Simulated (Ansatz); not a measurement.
The starting structures come from a database of crystals and need not be the phases stable at ambient conditions.

 Where the default PAW files enter, the runs use the earlier of Ansatz's two default sets.

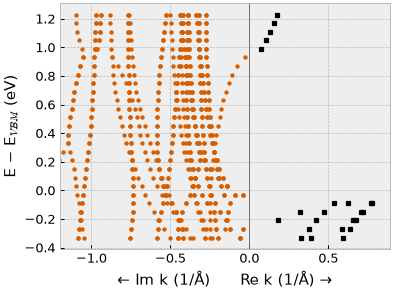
Figure. Complex bands at the centre of the two-dimensional zone; r2SCAN in Ansatz (an electronic-structure program)

The gap is the functional's own. No spin-orbit coupling. Mid-gap values are interpolated on the energy grid.

**Question.** This is RuS2 (Pa-3, not sure to be the ambient phase, 12 atoms a cell, 14.9 Å³ an atom) along the normal of (110). Read off the slowest decay at the centre of the two-dimensional zone at 0.45 eV, the computed energy nearest the middle of the gap.

**Answer.** κ ≈ 0.20 1/Å, a decay length 1/(2κ) of the density of 2.5 Å.
